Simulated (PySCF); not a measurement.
```csv
atom,x (Å),y (Å),z (Å)
C,-2.0777,-1.2131,-0.7817
Al,-0.7628,0.2586,-0.3535
Cl,0.5232,-0.0168,1.4163
Al,2.2990,-0.3984,0.2822
Cl,1.1416,0.1404,-1.4744
H,-2.2776,-1.1856,-1.8463
H,-2.9702,-1.0497,-0.2462
H,-1.7513,-2.2113,-0.3388
H,-1.2583,1.7755,-0.3567
H,2.2535,-1.8650,0.3160
H,3.4752,0.5770,0.6866
```

Geometry: GFN2-xTB, MD frame at 250 fs, 400 K.

Computed with PBE0/pcSseg-1, SCF density, gas phase, non-relativistic (PySCF 2.14.0).

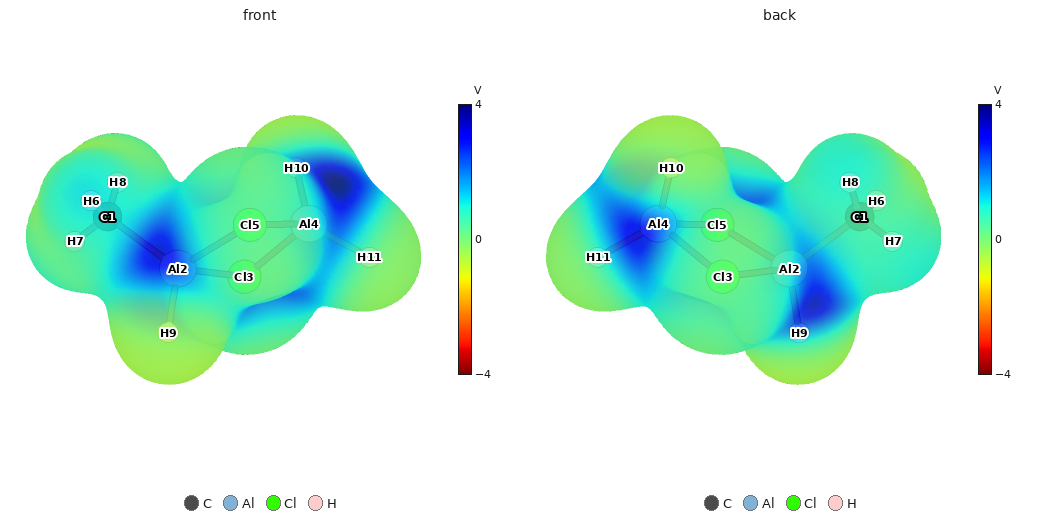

CH₆Al₂Cl₂ (SMILES [CH3][AlH-]1[Cl+][AlH2-][Cl+]1). The molecular electrostatic potential painted on the density surface at 0.004 e/bohr³, seen from the front and from behind; red is negative and blue positive.

Q: Describe the electrostatic potential map.

A: The most negative region (about −0.5 V) lies over H9 and H10, the most positive (about +3.5 V) over Al2 and Al4.

Q: What dipole moment does the calculation give?

A: Its dipole moment is 0.41 D.
